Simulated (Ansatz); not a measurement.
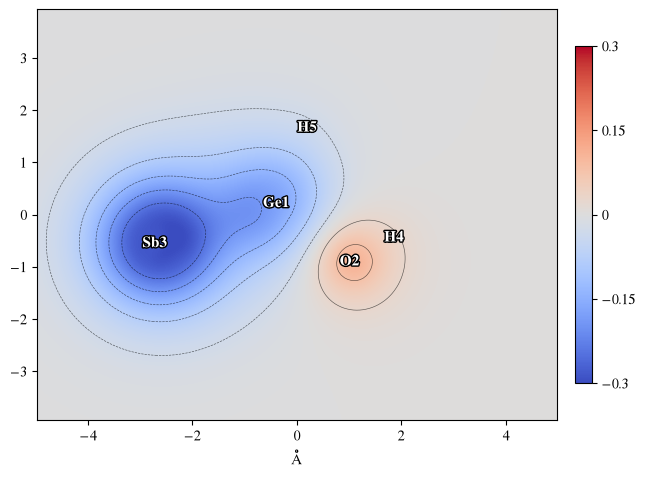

Figure 1: GeH$_{2}$OSb (SMILES [OH][GeH]=[Sb]) (doublet). The HOMO (α) on a plane 0.8 Å above the molecular plane (values in Å⁻³ᐟ²; the overall sign is arbitrary).

Geometry: B3LYP-D3(BJ)/def2-SVP; core potentials replace the inner electrons of Sb.

Theory: isolated molecule in a Gaussian basis; Kohn-Sham density functional theory, functional PBE0 (Ansatz).

Input file:

```
crystal:
  periodic: [false, false, false]
  atoms:
    - {symbol: Ge, position_ang: [-0.378425, 3.058681, -0.026857]}
    - {symbol: O, position_ang: [-1.526400, 3.861588, -1.135948]}
    - {symbol: Sb, position_ang: [1.890000, 2.409768, -0.692407]}
    - {symbol: H, position_ang: [-2.379501, 4.051607, -0.721042]}
    - {symbol: H, position_ang: [-1.109946, 2.890880, 1.336780]}
basis:
  gaussian: {orbitals: def2-TZVPD}
magnetization: {spin_polarized: true, initial_magnetization: 1}
hamiltonian: {xc: {name: PBE0}}
output: {forces: true, orbitals: {seedname: orbitals}}
```

Command:

```sh
ansatz run input.yaml --threads 1 --pin off --max-ram 2610MiB --events-out events.jsonl --progress --plain --runs-dir runs
```

What is the character of this orbital?

It lies mainly on Sb3 (about 70 %) and Ge1 (about 25 %); it changes sign across the molecular plane (π type); π-bonding across Ge1–Sb3. Its energy is −6.02 eV.
